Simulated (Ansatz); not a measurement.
# The gap of SiGe (zincblende [001] superlattice): a ladder of methods and an error budget

Aim: a best estimate of the quasiparticle gap of SiGe (zincblende [001] superlattice), with each correction and its cost laid out.

Calculated with Ansatz 0.2.0; density functionals, hybrids, G0W0, plane waves, PAW.

## Step 1: The structure

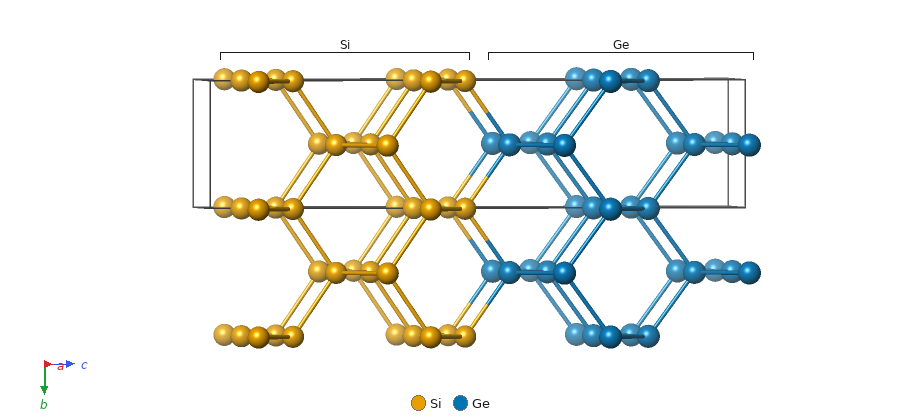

The starting structure, seen from the side, with the c axis across the page (silicon orange, germanium blue). 2×2×1 cells are drawn. Some periodic images of atoms are drawn too.

The cell holds 12 atoms: 6 Si and 6 Ge. Its edges and angles: a = 3.897 Å, b = 3.899 Å, c = 16.474 Å, α = 90.0°, β = 90.0°, γ = 90.0°. It derives from Si. Regions: Si, 6 atoms (6 Si); Ge, 6 atoms (6 Ge). The structure's axis is c.

The structure was relaxed with LDA. The runs that relaxed it are not among those shown.

## Step 2: LDA bands

The cheap functional maps the bands first; the places of the edges decide which points the dearer methods must see.

This step: DFT, LDA, plane waves, PAW; PAW set soft_1.

input.yaml

```yaml
crystal:
  lattice:
    - [3.8966576556, 0.0, 0.0]
    - [0.0, 3.8985635496, 0.0]
    - [0.0, 0.0, 16.4743997025]
  atoms:
    - { symbol: Si, position: [0.0, 0.0, 0.0403780229] }
    - { symbol: Si, position: [0.5, 0.0, 0.1205678016] }
    - { symbol: Si, position: [0.5, 0.5, 0.201065547] }
    - { symbol: Si, position: [0.0, 0.5, 0.2815963201] }
    - { symbol: Si, position: [0.0, 0.0, 0.3620938912] }
    - { symbol: Si, position: [0.5, 0.0, 0.4422847184] }
    - { symbol: Ge, position: [0.5, 0.5, 0.5253316007] }
    - { symbol: Ge, position: [0.0, 0.5, 0.6119439002] }
    - { symbol: Ge, position: [0.0, 0.0, 0.6981655981] }
    - { symbol: Ge, position: [0.5, 0.0, 0.7845010324] }
    - { symbol: Ge, position: [0.5, 0.5, 0.8707229018] }
    - { symbol: Ge, position: [0.0, 0.5, 0.9573336155] }
kpoints:
  mp_grid: { grid: [6, 6, 2] }
  band_path:
    path:
      - [[0.0, 0.0, 0.0], [0.5, 0.0, 0.0], [0.5, 0.5, 0.0], [0.0, 0.5, 0.0], [0.0, 0.0, 0.0], [0.0, 0.0, 0.5], [0.5, 0.0, 0.5], [0.5, 0.5, 0.5], [0.0, 0.5, 0.5], [0.0, 0.0, 0.5]]
      - [[0.5, 0.0, 0.0], [0.5, 0.0, 0.5]]
      - [[0.0, 0.5, 0.0], [0.0, 0.5, 0.5]]
      - [[0.5, 0.5, 0.0], [0.5, 0.5, 0.5]]
    npoints: 10
hamiltonian:
  xc: lda
  pseudopotentials: { kind: paw, azcp: { folder: soft_1 }, xc_functional: pbe }
scf:
  occupations: { method: fermi_dirac, width: 0.02 }
  n_extra_bands: 8
output:
  eigenvalues: true
  write_density: true
  write_potential: true
  elf: true
  volumetric_format: npy
```

The run is started by

```bash
$ ansatz run input.yaml --threads 3 --pin off --max-ram 92160MiB --backend cuda --events-out ev --progress --plain --runs-dir out --devices 1 --max-vram 13GiB
```

Numbers of over 12 decimals in the logs are rounded to 6 here.

The program printed:

```text
Warning: the atoms were moved onto the symmetric positions of the space group found under crystal.symmetry.tolerance 1.0e-5 (fractional; no operation is sought that the atoms, as they stand in a round, miss by more than twice it, and no atom is moved by as much as it), and the run uses the moved positions. Before a round's move an operation carried an atom to 4.36e-5 Å from where it should land, the largest such dist [...]
scf.n_extra_bands = 8 over 54 filled bands (N_el = 108.0): the run solves 62 bands
GPUs: using 1 of 1 available (devices: 1).
Engine: ansatz 0.2.0, x86_64-unknown-linux-gnu
Pseudopotentials: kind: paw
Pseudopotential: Si, paw, valence charge 4, recommended cutoff 420 eV (normal), soft_1/Si.paw.azcp
Pseudopotential: Ge, paw, valence charge 14, recommended cutoff 420 eV (normal), soft_1/Ge.paw.azcp
Functional definition: SPW92
  exchange = slater_x
  correlation = pw_c
device memory: the entry about to start is reckoned to put 5.7 GiB on a device that reports 44.1 GiB free (of which the cap on the GPU budget leaves the run 13.0 GiB)
GPU FFT provider: cuFFT
GPU libraries: cuBLAS 13.8.2, cuFFT 12.4.0, cuSOLVER 12.3.4
Crystal: 12 atoms, lattice volume = 250.269 Å³
Basis set: ecut = 420 eV, 4943 PW (Γ)
Bands: 62, of which v1, the nominal top of the filled ones, is band 54 counted from 1 (53 counted from 0)
Symmetry: 8 space group operations
Space group: Pmma (ITA 51), of the structure as read, at distance tolerance 6.3e-5 Å
k-points: 32 of 72
Non-local potential: Si, projectors of the file, l = 0: 2, l = 1: 2, l = 2: 1
Non-local potential: Ge, projectors of the file, l = 0: 2, l = 1: 2, l = 2: 3, l = 3: 1
PAW form: soft (Blöchl's): semilocal exchange-correlation on the pseudo side does not see the compensation charge
PAW frozen core: Si, regenerated for the run's functional, and the local potential with it (the file was generated under x = pbe(κ = 0.804, μ = 0.219515), c = pbe(β = 0.066725))
PAW frozen core: Ge, regenerated for the run's functional, and the local potential with it (the file was generated under x = pbe(κ = 0.804, μ = 0.219515), c = pbe(β = 0.066725))
PAW one-centre angular grid: Si, 110 points (default); XC on 64 Gauss nodes
PAW one-centre angular grid: Ge, 590 points (default); XC on 64 Gauss nodes
Initial density: superposition of atomic densities (chi_scale 0.1, normalization cell, long waves 2 % of neutral atoms (reshape's long-wave potential 1.02 eV rms, cloud 2.31 Å wide))
Initial wavefunctions: pseudopotential atomic-orbital guess
GPU buffer pool allocated for 87480 grid points (all kernels)
GPU transforms: local potential and band sums: pruned to the plane-wave sphere, on 27×27×120
Functional: x = slater, c = lda
SCF iter   1: F=—  HF=-28948.798801 eV  |F-HF|=—  |Δ(HF+E_count)|=         —  Δρ=4.25e-2  dr2=3.08e1  ethr=3.10e-3  ⟨swp⟩=8.6  Hψ=8485  notcnv=0
preconditioner: auto → Kerker (q_TF=auto, 2.372 Å⁻¹)  [metal: Δε(μ)=0.048 eV  Ē_g=17.217 eV  σ=0.020 eV  W_gap=0.47  n_scr=60 (ndim 8)  ℏωp=24.4 eV  f_vac=0.000  D(μ)=1.72/eV (n_scr^D=4)]
SCF iter   2: F=—  HF=-28947.527459 eV  |F-HF|=—  |Δ(HF+E_count)|=    1.27e0  Δρ=2.76e-2  dr2=1.45e1  ethr=3.10e-3  ⟨swp⟩=2.5  Hψ=2461  notcnv=0  defer=38
SCF iter   3: F=—  HF=-28946.376632 eV  |F-HF|=—  |Δ(HF+E_count)|=    1.15e0  Δρ=7.02e-3  dr2=2.43e0  ethr=3.10e-3  ⟨swp⟩=4.5  Hψ=4018  notcnv=0  defer=39
SCF iter   4: F=—  HF=-28946.196692 eV  |F-HF|=—  |Δ(HF+E_count)|=   1.80e-1  Δρ=6.21e-3  dr2=1.18e0  ethr=2.25e-3  ⟨swp⟩=1.9  Hψ=2325  notcnv=0  defer=51
SCF iter   5: F=—  HF=-28946.126915 eV  |F-HF|=—  |Δ(HF+E_count)|=   6.98e-2  Δρ=3.91e-3  dr2=3.37e-1  ethr=1.09e-3  ⟨swp⟩=2.5  Hψ=2160  notcnv=0  defer=66
SCF iter   6: F=—  HF=-28946.094828 eV  |F-HF|=—  |Δ(HF+E_count)|=   3.21e-2  Δρ=9.90e-4  dr2=3.65e-2  ethr=3.12e-4  ⟨swp⟩=3.2  Hψ=2502  notcnv=0  defer=71
SCF iter   7: F=—  HF=-28946.092397 eV  |F-HF|=—  |Δ(HF+E_count)|=   2.43e-3  Δρ=5.60e-4  dr2=9.26e-3  ethr=3.38e-5  ⟨swp⟩=2.7  Hψ=3927  notcnv=0  defer=69
SCF iter   8: F=—  HF=-28946.091104 eV  |F-HF|=—  |Δ(HF+E_count)|=   1.29e-3  Δρ=2.84e-4  dr2=3.72e-3  ethr=8.57e-6  ⟨swp⟩=2.0  Hψ=3345  notcnv=0  defer=69
SCF iter   9: F=—  HF=-28946.090747 eV  |F-HF|=—  |Δ(HF+E_count)|=   3.57e-4  Δρ=1.19e-4  dr2=3.31e-4  ethr=3.45e-6  ⟨swp⟩=2.1  Hψ=2063  notcnv=0  defer=69
SCF iter  10: F=—  HF=-28946.090678 eV  |F-HF|=—  |Δ(HF+E_count)|=   6.95e-5  Δρ=3.33e-5  dr2=2.56e-5  ethr=3.06e-7  ⟨swp⟩=2.7  Hψ=3395  notcnv=0  defer=69
SCF iter  11: F=—  HF=-28946.090778 eV  |F-HF|=—  |Δ(HF+E_count)|=   1.00e-4  Δρ=1.04e-5  dr2=7.28e-7  ethr=2.37e-8  ⟨swp⟩=2.2  Hψ=2596  notcnv=0  defer=69
SCF iter  12: F=—  HF=-28946.090778 eV  |F-HF|=—  |Δ(HF+E_count)|=   7.87e-8  Δρ=7.42e-6  dr2=2.92e-7  ethr=6.74e-10  ⟨swp⟩=2.0  Hψ=3643  notcnv=0  defer=69
SCF iter  13: F=-28946.090777 eV  HF=-28946.090777 eV  |F-HF|=4.38e-8  |Δ(HF+E_count)|=   2.04e-7  Δρ=2.45e-6  dr2=6.15e-8  ethr=9.26e-11  ⟨swp⟩=10.8  Hψ=8315  notcnv=0
SCF 1 converged in 13 iterations: F = -28946.090777 eV  dr2 = 6.15e-8
[...]
device memory: the entry about to start is reckoned to put 4.8 GiB on a device that reports 44.0 GiB free (of which the cap on the GPU budget leaves the run 13.0 GiB)
NSCF: frozen V_eff on 124 k-points
SCF converged after 13 iterations
Free energy (F): -28946.090777 eV
Harris-Foulkes:  -28946.090777 eV  (|F-HF|=4.38e-8)
Internal energy: -28946.090476 eV  (E = F + TS)
E sigma→0 (E₀):  -28946.090627 eV
Entropy (-TS):   -0.000301 eV (-0.025 meV/atom)
Fermi energy:    7.596815 eV
--- Per-component energies (eV) ---
  E_band       = -928.679066
  E_kinetic    = 807.473949
  E_local      = -26804.657971  (includes V_loc(G=0)·N_el)
  E_nonlocal   = 1471.103774
  E_hartree    = 13034.989065
  E_xc         = -766.172933
  E_vxc        = -684.300842  (∫ρ·V_xc dr)
  E_paw        = -14519.237682  (= ΣΔE_a)
  E_vpaw       = -1788.265253  (= ΣTr[D̂ρ^β])
  E_aug_tail   = 0.000314  (compensation charges beyond the density's cutoff)
  E_ewald      = -2181.544935
  E_core_change = 11.955944  (= ΣΔE_core)
  E_smearing   = -0.000301  (= −TS)
  E_closure    = 0.000000  (closes the sum)
  Σ components = -28946.090777   (vs F -28946.090777, Δ=0.00e0)
--- Band table (eV; the first three rows and the last of 32) ---
  k-point 0: bands = [... 50 lower, 6.2405, 7.4553, 7.5155, 7.5343, 7.6806, 7.7444, 8.1915, 8.3060, ... 4 higher]
  k-point 1: bands = [... 50 lower, 6.8370, 6.8465, 7.1921, 7.2144, 7.6597, 7.7141, 8.3220, 8.4912, ... 4 higher]
  k-point 2: bands = [... 50 lower, 6.3832, 6.4605, 6.5463, 7.4001, 8.0430, 8.6387, 8.9781, 9.3285, ... 4 higher]
  k-point 31: bands = [... 50 lower, 4.1537, 4.1537, 4.1733, 4.1733, 8.5045, 8.5045, 8.6716, 8.6716, ... 4 higher]
```

Wall time 10 s (1 × NVIDIA H100 80GB HBM3 (shared by 6 runs) with 3 threads of AMD EPYC 7R13 (Zen 3), shared host); peak memory 1.1 GiB; 22 s of CPU time.

Numbers from this step:

| Property | Result |
| --- | --- |
| filled bands | 54 |
| gap | 0.1254 eV |
| valence top at | Γ |
| conduction bottom at | Z |
| least direct gap | 0.1464 eV |

The gap is indirect, with the least direct gap 0.02 eV higher.

Electronic bands along the path, in eV, zero at the top of the highest nominally filled band:

```
    point  band 51  band 52  band 53  band 54  band 55  band 56  band 57  band 58
        Γ    -1.29    -0.08    -0.02     0.00     0.15     0.21     0.66     0.77
        X    -1.49    -1.49    -1.15    -1.15     1.30     1.30     1.43     1.43
        S    -3.10    -3.10    -3.07    -3.07     0.45     0.45     0.66     0.66
        Y    -1.74    -1.19    -1.15    -1.14     1.23     1.36     1.39     1.48
        Γ    -1.29    -0.08    -0.02     0.00     0.15     0.21     0.66     0.77
        Z    -0.70    -0.69    -0.34    -0.32     0.13     0.18     0.79     0.96
        U    -1.38    -1.38    -1.15    -1.15     0.72     0.72     1.87     1.87
        R    -3.38    -3.38    -3.36    -3.36     0.97     0.97     1.14     1.14
        T    -1.37    -1.20    -1.14    -1.14     0.57     0.88     1.80     1.89
        Z    -0.70    -0.69    -0.34    -0.32     0.13     0.18     0.79     0.96
jump to X    -1.49    -1.49    -1.15    -1.15     1.30     1.30     1.43     1.43
        U    -1.38    -1.38    -1.15    -1.15     0.72     0.72     1.87     1.87
jump to Y    -1.74    -1.19    -1.15    -1.14     1.23     1.36     1.39     1.48
        T    -1.37    -1.20    -1.14    -1.14     0.57     0.88     1.80     1.89
jump to S    -3.10    -3.10    -3.07    -3.07     0.45     0.45     0.66     0.66
        R    -3.38    -3.38    -3.36    -3.36     0.97     0.97     1.14     1.14
```

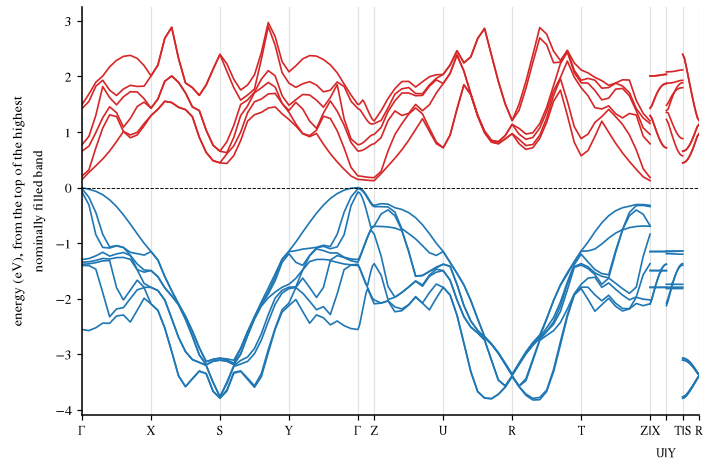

Electronic bands along the path; lines of filled and empty bands in two colours.

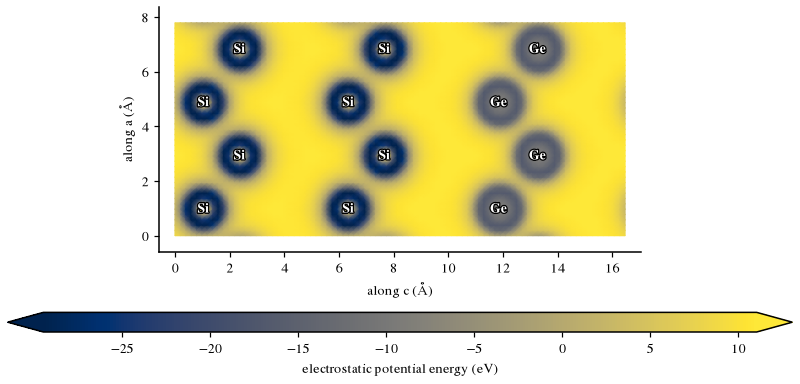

Electrostatic potential energy in the ca plane at fractional y = 0.000, with atoms of Si and Ge within 0.2 Å of it. With pseudopotentials it is smooth inside the atoms' cores, unlike the true potential. The map starts off the cell's origin, so that atoms lie inside it.

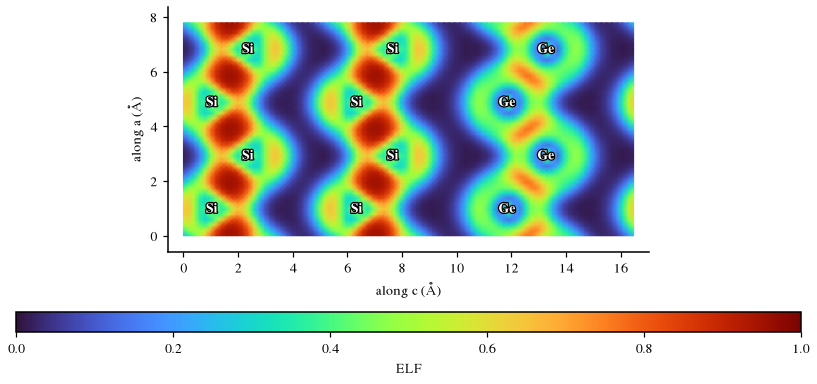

ELF in the ca plane at fractional y = 0.000, with atoms of Si and Ge within 0.2 Å of it. It is the smooth field of the valence electrons, not physical close to the nuclei. The map starts off the cell's origin, so that atoms lie inside it.

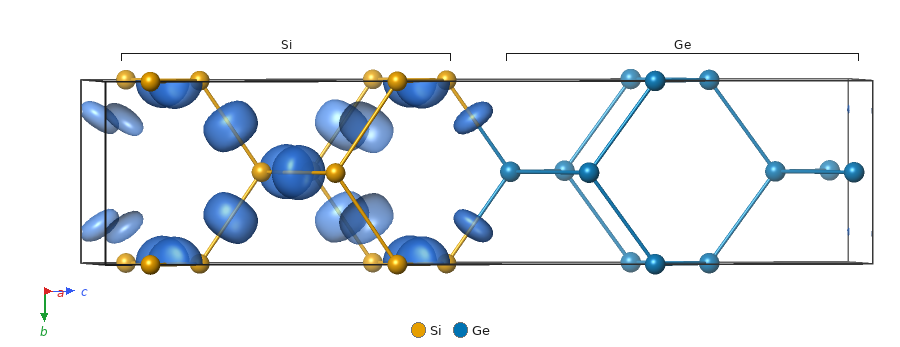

Surface of ELF = 0.85.

## Step 3: LDA+SOC

Spin-orbit coupling can split or shift the edges; a non-collinear run measures by how much.

This step: DFT, LDA with spin-orbit coupling, plane waves, PAW; PAW set soft_1.

input.yaml: that of step 2 with these lines changed.

```diff
@@ -22,18 +22,21 @@
     path:
-      - [[0.0, 0.0, 0.0], [0.5, 0.0, 0.0], [0.5, 0.5, 0.0], [0.0, 0.5, 0.0], [0.0, 0.0, 0.0], [0.0, 0.0, 0.5], [0.5, 0.0, 0.5], [0.5, 0.5, 0.5], [0.0, 0.5, 0.5], [0.0, 0.0, 0.5]]
-      - [[0.5, 0.0, 0.0], [0.5, 0.0, 0.5]]
-      - [[0.0, 0.5, 0.0], [0.0, 0.5, 0.5]]
-      - [[0.5, 0.5, 0.0], [0.5, 0.5, 0.5]]
-    npoints: 10
+      - [0.0, 0.0, 0.0]
+      - [0.5, 0.0, 0.0]
+      - [0.5, 0.5, 0.0]
+      - [0.0, 0.5, 0.0]
+      - [0.0, 0.0, 0.5]
+      - [0.5, 0.0, 0.5]
+      - [0.5, 0.5, 0.5]
+      - [0.0, 0.5, 0.5]
+    npoints: 1
 hamiltonian:
   xc: lda
-  pseudopotentials: { kind: paw, azcp: { folder: soft_1 }, xc_functional: pbe }
+  pseudopotentials: { kind: paw_fr, azcp: { folder: soft_1 }, xc_functional: pbe }
 scf:
   occupations: { method: fermi_dirac, width: 0.02 }
-  n_extra_bands: 8
+  n_extra_bands: 16
+magnetization:
+  noncollinear: true
+  spin_orbit: true
 output:
   eigenvalues: true
-  write_density: true
-  write_potential: true
-  elf: true
-  volumetric_format: npy
```

The program printed:

```text
[...]
GPUs: using 1 of 1 available (devices: 1).
[...]
non-collinear run that drives no moment, with spin-orbit: no starting moment large enough to seed its density (crystal.atoms[].spin), no starting occupations that ask for one, no magnetisation constraint and no magnetic field, so the semilocal B_xc is pinned to zero
[...]
GPU FFT provider: cuFFT
[...]
k-point 0: bands = [... 104 lower, 7.5442, 7.5442, 7.5939, 7.5939, 7.6822, 7.6822, 7.7467, 7.7467, ... 12 higher]
  k-point 1: bands = [... 104 lower, 7.1496, 7.1496, 7.2679, 7.2679, 7.6612, 7.6612, 7.7153, 7.7153, ... 12 higher]
  k-point 2: bands = [... 104 lower, 6.5508, 6.5508, 7.4032, 7.4032, 8.0445, 8.0445, 8.6390, 8.6390, ... 12 higher]
  k-point 31: bands = [... 104 lower, 4.1852, 4.1852, 4.1852, 4.1852, 8.5040, 8.5040, 8.5040, 8.5040, ... 12 higher]
[key lines of the parts left out:]
SCF converged after 14 iterations
Magnetization: |M| = 0.0000 μB,  M = (+0.0000, +0.0000, +0.0000) μB
Free energy (F): -28946.649507 eV
Fermi energy:    7.624036 eV
```

Run time: 13 s. Hardware: 1 × NVIDIA H100 80GB HBM3 (shared by 6 runs) with 3 threads; peak memory 1.1 GiB.

This step gave:

* gap: 0.06731 eV
* valence top at: Γ
* conduction bottom at: Z
* least direct gap: 0.08839 eV

The gap stands −0.06 eV against LDA.

## Step 4: HSE06

HSE06 mixes in a quarter of exact exchange at short range. Exchange couples all pairs of k points, which makes a full band path dear, so levels are read on the mesh and at chosen points.

This step: DFT, HSE06, plane waves, PAW; PAW set soft_1.

input.yaml: that of step 3 with these lines changed.

```diff
@@ -19,3 +19,3 @@
 kpoints:
-  mp_grid: { grid: [6, 6, 2] }
+  mp_grid: { grid: [4, 4, 2] }
   band_path:
@@ -32,10 +32,7 @@
 hamiltonian:
-  xc: lda
-  pseudopotentials: { kind: paw_fr, azcp: { folder: soft_1 }, xc_functional: pbe }
+  xc: hse06
+  pseudopotentials: { kind: paw, azcp: { folder: soft_1 } }
 scf:
-  occupations: { method: fermi_dirac, width: 0.02 }
-  n_extra_bands: 16
-magnetization:
-  noncollinear: true
-  spin_orbit: true
+  occupations: { method: fixed }
+  n_extra_bands: 8
 output:
```

The program printed:

```text
[...]
GPUs: using 1 of 1 available (devices: 1).
[...]
davidson cushion auto → on  (no smearing: the cushion is to keep the highest requested band from converging to the state above it; pin scf.eigensolver.cushion to override)
[...]
GPU FFT provider: cuFFT
GPU libraries: cuBLAS 13.8.2, cuFFT 12.4.0, cuSOLVER 12.3.4
Crystal: 12 atoms, lattice volume = 250.269 Å³
Basis set: ecut = 420 eV, 4943 PW (Γ)
[...]
E sigma→0 (E₀):  -29592.402238 eV
Fermi energy:    7.465587 eV
[...]
--- Band table (eV; the first three rows and the last of 18) ---
  k-point 0: bands = [... 50 lower, 6.0795, 7.4105, 7.4379, 7.4656, 8.2413, 8.2937, 8.7771, 8.8924, ... 4 higher]
  k-point 1: bands = [... 50 lower, 6.7087, 6.7146, 7.1195, 7.1560, 8.2184, 8.2696, 8.9227, 9.0843, ... 4 higher]
  k-point 2: bands = [... 50 lower, 6.2429, 6.3682, 6.3864, 7.1301, 8.9207, 9.5498, 9.5668, 9.6947, ... 4 higher]
  k-point 17: bands = [... 50 lower, 3.8029, 3.8029, 3.8152, 3.8152, 9.0888, 9.0888, 9.2516, 9.2516, ... 4 higher]
[key lines of the parts left out:]
Free energy (F): -29592.402238 eV
```

It took 49 s on 1 × NVIDIA H100 80GB HBM3 (shared by 6 runs) with 3 threads; peak memory 2.1 GiB.

Numbers from this step:

```
gap                  : 0.7528 eV
valence top at       : Γ
conduction bottom at : Z
least direct gap     : 0.7757 eV
```

The gap stands +0.63 eV against LDA.

(Part 1 of 2 ends here.)

[Paths, hosts, dates, memory and timing lines, banners, echoed tables and standing remarks are left out of the program output.]

[Logs are printed without paths, hosts, clocks, repeated set-up lines and the standing remarks that a program may print on its own settings, such as how far it seeks lower states.]

[Runs of the session that timed out or met a known fault of the program may be left out.]

[Cells called generated may have been cut or substituted from an entry of the Crystallography Open Database or the Materials Project.]

[Hosts, paths, dates, database ids (printed as entryN), source tags and the programs' standing remarks are cut or masked in the printed files.]
